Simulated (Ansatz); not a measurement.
# Cl2GeH4OSi: the cost of one run

Program: Ansatz 0.2.0, Gaussian basis. Level of theory: the settings change from run to run. These are calculated values, not measurements.

## Step 1: The molecule

An earlier PBE0-D4 in a triple-zeta def2 set relaxation fixed the geometry.

9 atoms, charge 0, spin multiplicity 1.

Atoms are counted from 1 here; the program's logs count them from 0.

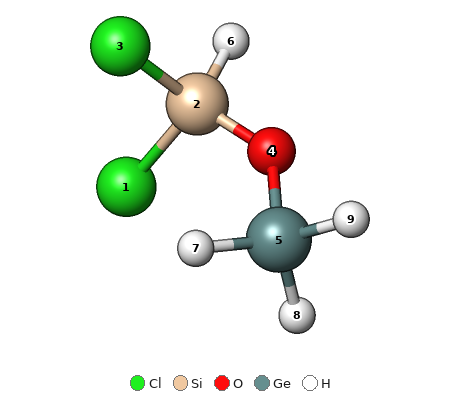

The structure; chlorine green, silicon light orange, oxygen red, germanium teal, hydrogen white; atoms are numbered from 1 in the order of the file.

Coordinates:

```
Cl   -1.70052   -1.24356    1.51434
Si   -0.69510    0.52046    1.24757
Cl    0.91539    0.50434    2.50802
O    -0.22341    0.67210   -0.27740
Ge    0.67829   -0.35340   -1.43848
H    -1.57767    1.63431    1.61939
H     1.60639   -1.27716   -0.63998
H    -0.36803   -1.13853   -2.23674
H     1.45316    0.63515   -2.31362
```

## Step 2: B2GP-PLYP/def2-mTZVP

Options: unrestricted orbitals, coordinates scaled by 1.12, high accuracy.

in.yaml

```yaml
crystal:
  periodic: [false, false, false]
  atoms:
    - {symbol: Cl, position_ang: [-1.904587, -1.392785, 1.696062]}
    - {symbol: Si, position_ang: [-0.778506, 0.582910, 1.397280]}
    - {symbol: Cl, position_ang: [1.025232, 0.564862, 2.808979]}
    - {symbol: O, position_ang: [-0.250224, 0.752753, -0.310687]}
    - {symbol: Ge, position_ang: [0.759687, -0.395806, -1.611095]}
    - {symbol: H, position_ang: [-1.766988, 1.830423, 1.813722]}
    - {symbol: H, position_ang: [1.799159, -1.430420, -0.716773]}
    - {symbol: H, position_ang: [-0.412191, -1.275158, -2.505153]}
    - {symbol: H, position_ang: [1.627538, 0.711364, -2.591259]}
basis:
  gaussian: {orbitals: def2-mTZVP}
magnetization: {spin_polarized: true, initial_magnetization: 0}
hamiltonian: {xc: {name: B2GP-PLYP}}
accuracy: high
```

Command:

```bash
$ ansatz run in.yaml --threads 4 --pin off --events-out ev --progress --plain --max-ram 10444MiB
```

**Question.** How long does this run take on 4 threads of AMD EPYC 7B13, shared host, and how much memory does it need?

About 10 s, with a peak of 1.1 GiB.
